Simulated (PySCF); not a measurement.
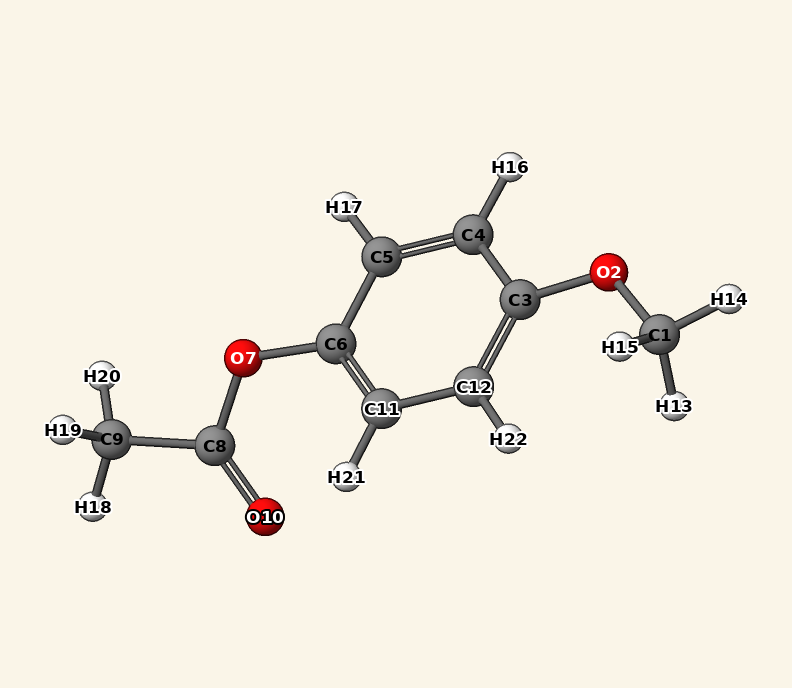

The questions are on isotropic NMR shieldings of the C atoms. Computed geometry: PBE0-D3(BJ)/def2-SVP optimisation. No frequency run is at hand to confirm it as a minimum. Level of theory: GIAO PBE0/pcSseg-1 NMR shielding, non-relativistic, IEF-PCM acetonitrile (PySCF 2.14.0).

Which C atom is the most shielded (lowest chemical shift)?

C9 (161.4 ppm).

Which C atom is the least shielded (highest chemical shift)?

C8 (9.0 ppm).

How wide is the range of C shifts?

152.4 ppm.

Give the isotropic NMR shieldings of the C atoms atom by atom.

```csv
atom,σ (ppm)
C1,129.9
C3,22.7
C4,62.1
C5,57.3
C6,36.4
C8,9.0
C9,161.4
C11,56.2
C12,71.7
```
